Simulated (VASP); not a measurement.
Band structure of HfTe (relaxed from the CsCl type structure, space group Pm-3m). All values below come from PBEsol GGA, VASP's PBE PAW potentials (set 64) (plane waves; VASP).

Unless said otherwise, spin-orbit coupling is left out, though it shifts the bands of the heavy elements here.

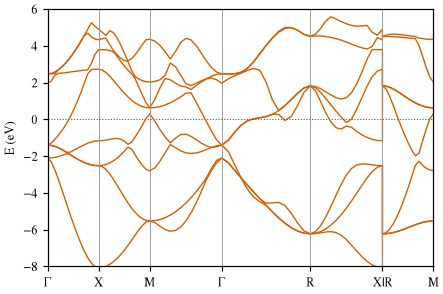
*Bands along high-symmetry lines, zero at the valence-band maximum or, without a gap, the Fermi level*

Problem. Read the plot: is there a gap, and where are the band edges?

Solution. It has no gap at this level: it comes out as a metal or semimetal. (Edges off the drawn lines would not show.)

The structure was generated: HfTe was put into the CsCl type type (Pm-3m), which need not be its known phase. It was relaxed first, which changed the volume by -37 %.
